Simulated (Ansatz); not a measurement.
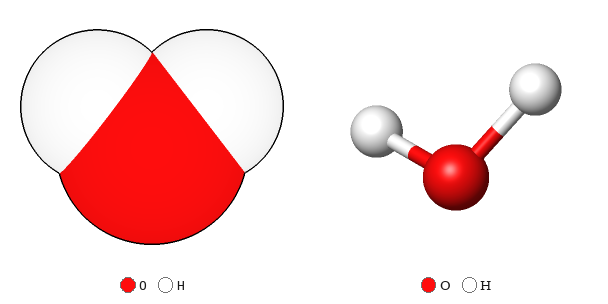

The same structure drawn twice, from different directions.

What is the molecular formula?

H2O, 3 atoms: 2 hydrogen and 1 oxygen.

How many bonds of each kind are drawn?

2 O–H. Sticks follow a distance rule.

What is the point group of this geometry?

C2v.

More results for the same structure follow; atom numbers are the same in all pictures, views and colours differ. Computed geometry: PBE0-D4/def2-TZVP optimisation.

**Geometry**

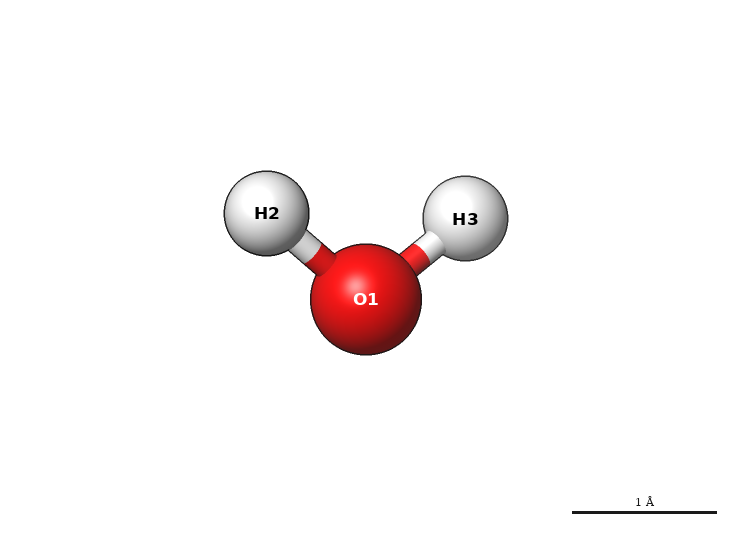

Estimate the angles H2–O1–H3.

| angle | degrees |
| --- | --- |
| H2–O1–H3 | 105.1 |

**Charges**

The questions are on Mulliken charges. Method: RKS PBE0-D4/def2-TZVP (Ansatz 0.2.0).

List the Mulliken charges.

```tsv
atom	value (e)
O1	−0.65
H2	0.32
H3	0.32
```

**Electronic properties**

Method: RKS PBE0-D4/def2-TZVP (Ansatz 0.2.0).

Give the dipole moment at this level.

2.07 D.

Give the harmonic zero-point energy at this level.

56.4 kJ/mol.

**Thermal motion**

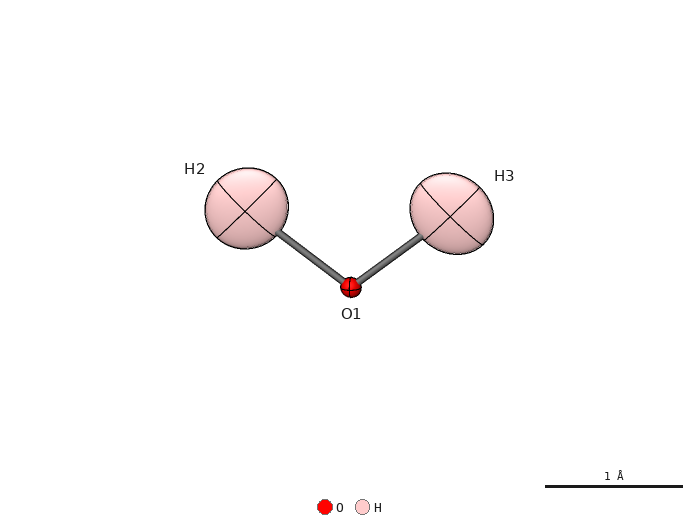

Displacement ellipsoids at the 50 % level, enlarged 3 times, from the internal vibrations of the free molecule (harmonic, no overall translation or rotation; no half-axis is drawn under 0.075 Å). Vibrations computed with RKS PBE0-D4/def2-TZVP (Ansatz 0.2.0). Temperature: 0 K (zero-point motion alone).

Which atom moves most?

H2, H3, with U_eq = 0.0029 Å².

Give the displacement parameters, one line for each set of equivalent atoms.

```csv
atom,U_eq (Å²),rms amplitudes (Å)
O1,0.00003,"0.000, 0.004, 0.008"
"H2, H3",0.0029,"0.000, 0.063, 0.069"
```

Mulliken values depend strongly on the basis set and can even reverse the polarity of a bond.
